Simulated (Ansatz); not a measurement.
The starting structures come from a database of crystals and need not be the phases stable at ambient conditions.

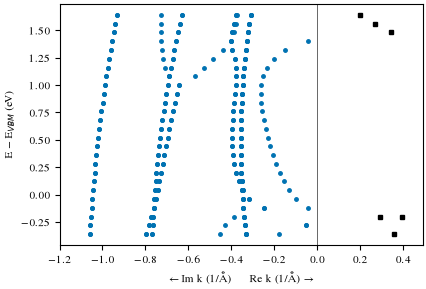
Fig. 1. Complex bands at the centre of the two-dimensional zone; PBEsol (Ansatz, a program for electronic structure)

The gap is the functional's own, uncorrected, and κ follows it; spin-orbit coupling is left out. Mid-gap values are interpolated between the computed energies.

### Question
This is SnPS$_{3}$ (R-3, not sure to be the ambient phase, 10 atoms a cell, 23.6 Å³ an atom) along the normal of (001). Read off the slowest decay at the centre of the two-dimensional zone at 0.68 eV, the computed energy nearest the middle of the gap.

### Answer
κ ≈ 0.25 1/Å, a decay length 1/(2κ) of the density of 2.0 Å.
